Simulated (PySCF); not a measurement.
# BH3N2O3, SMILES `N#N.OB(O)O`: electronic structure

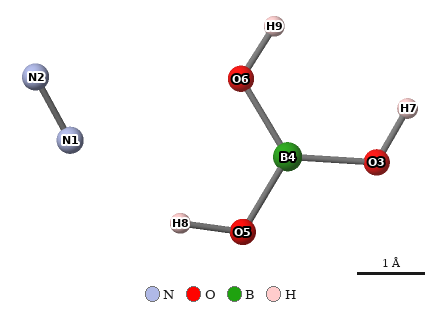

The molecule, with its atoms numbered as below. The pair's geometry is semi-empirical, so its contact may be too short or too long.

Coordinates in Å:

```
N1      -2.2022   -0.4220   -0.0195
N2      -2.9076    0.4109    0.0963
O3       2.4782    0.1203    0.0935
B4       1.1340   -0.0382   -0.0152
O5       0.6494   -1.2935   -0.0338
O6       0.2455    1.0100   -0.1052
H7       2.8073    1.0173    0.1059
H8      -0.3069   -1.3349   -0.1089
H9       0.6132    1.8921   -0.0950
```

Part 1: Bonding charge

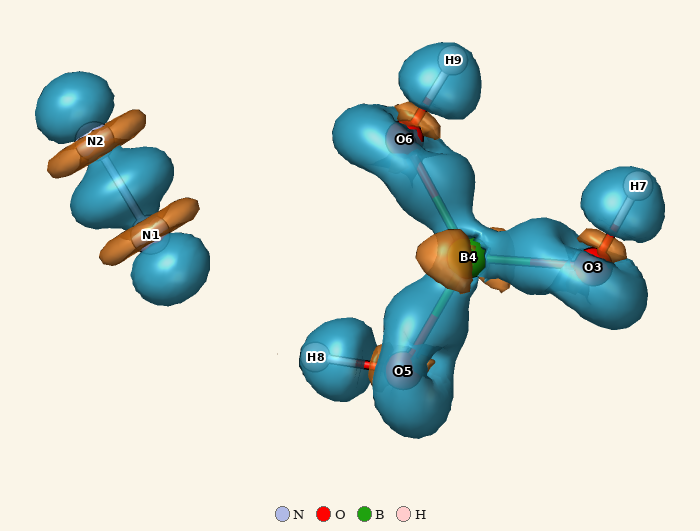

Deformation density (molecule less spherical, spin-averaged free atoms at the same positions), surfaces at ±0.14 e/Å³; light blue: gain, orange: loss.

Method: r2SCAN/6-311+G**; geometry: GFN2-xTB; program: PySCF.

Describe the bonding that the map shows.

Answer. N1–N2: +1.12 e/Å³ at the bond critical point (bond length 1.10 Å). O3–H7: +0.82 e/Å³ at the bond critical point (bond length 0.96 Å). O6–H9: +0.81 e/Å³ at the bond critical point (bond length 0.96 Å). O5–H8: +0.79 e/Å³ at the bond critical point (bond length 0.96 Å). B4–O5: +0.35 e/Å³ at the bond critical point (bond length 1.35 Å). O3–B4: +0.32 e/Å³ at the bond critical point (bond length 1.36 Å). B4–O6: +0.28 e/Å³ at the bond critical point (bond length 1.38 Å). In all, 2.1 electrons gather in the regions of gain relative to the promolecule.

Where do the Hirshfeld charges lie?

Answer. The highest Hirshfeld charge is on B4 (+0.27 e), the lowest on O6 (−0.27 e).

Part 2: Bond critical points

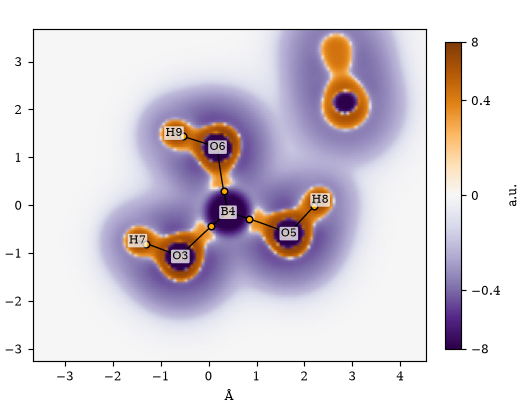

Negative Laplacian of the density (−∇²ρ) in the plane of O3, B4, O5, O6, H7, H8 and H9 (orange positive, purple negative, colour scale in a.u., logarithmic beyond ±0.04), with bond paths and bond critical points (dots).

At which bond critical points in this plane is charge locally concentrated, and at which depleted?

Answer. Concentrated (∇²ρ < 0): O3–H7 (−2.55 a.u.); O6–H9 (−2.54 a.u.); O5–H8 (−2.55 a.u.). Depleted (∇²ρ > 0): B4–O5 (+0.94 a.u., H = −0.177); O3–B4 (+0.92 a.u., H = −0.163); B4–O6 (+0.87 a.u., H = −0.150). A positive Laplacian with clearly negative H marks a strongly polar covalent bond, whose critical point lies close to the core of the less electronegative atom.

Where along O5–H8 does the critical point lie?

Answer. 0.77 Å from O5 and 0.19 Å from H8.

Part 3: Local ionisation energy

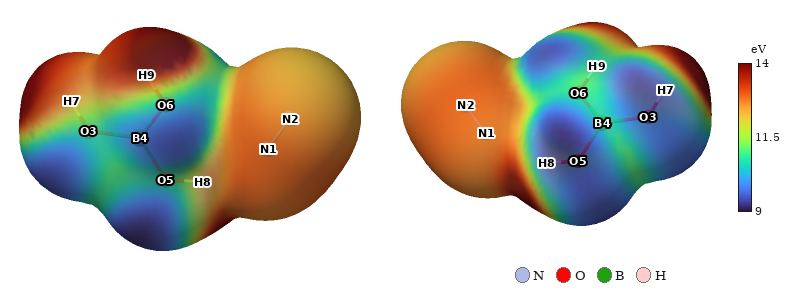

Average local ionisation energy on the surface of electron density 0.001 a.u. (back view left, front view right).

Locate the minima of the map.

Answer. The lowest value is 9.1 eV, 1.9 Å from O5. For comparison, the highest occupied orbital lies at −7.9 eV.

What volume does the surface enclose, and what is the dipole moment?

Answer. About 105 Å³; the dipole moment is 3.2 D.

Part 4: Binding density

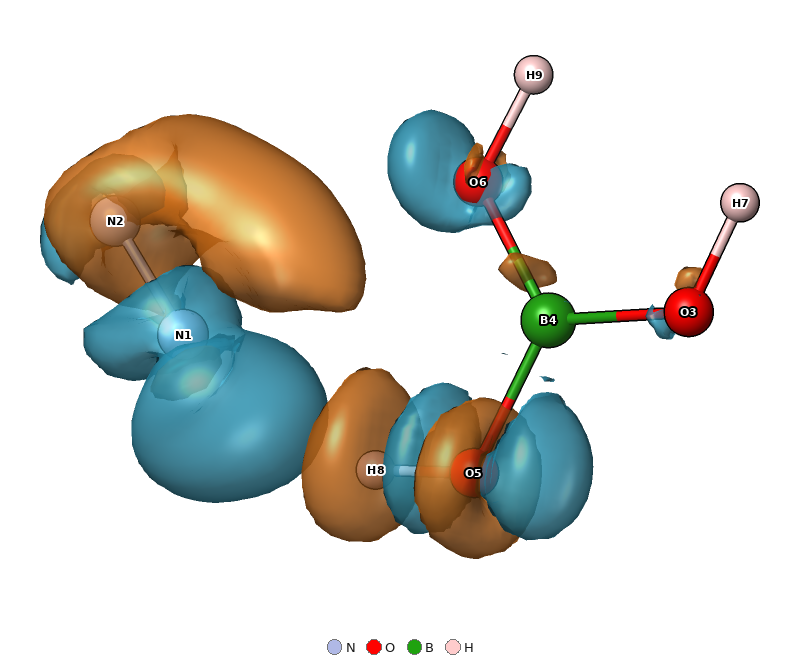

Density of the complex less the densities of the two fragments at the same geometry, ±0.003 e/Å³ (light blue: gain, orange: loss). Fragment A: N2 (atoms 1–2); fragment B: BH3O3.

Computed with PySCF, r2SCAN/6-311+G**, geometry: GFN2-xTB.

Which way does charge flow?

Answer. Hirshfeld charges show 0.009 e passing from A to B. By Hirshfeld charges, electrons gather most on N1 (−0.008 e) and leave N2 most (+0.018 e); 0.05 e is displaced in all, which induces a dipole of 0.26 D.

What is the interaction energy, and which contacts carry it?

Answer. The counterpoise-corrected interaction energy of the frozen fragments is −0.4 kcal/mol without dispersion correction and −0.8 kcal/mol with D3(BJ). The pair geometry is semi-empirical, not a minimum at this level. Contacts: N1···H8, hydrogen bond, 2.11 Å, ρ = 0.017 a.u.; N1···O6, 2.84 Å, ρ = 0.010 a.u. The pose is a local one from a semi-empirical search, not shown to be the most stable.

The PySCF runs shown took 40 s and 97 s on 1 thread of Arm Neoverse V2, with other jobs on the host.
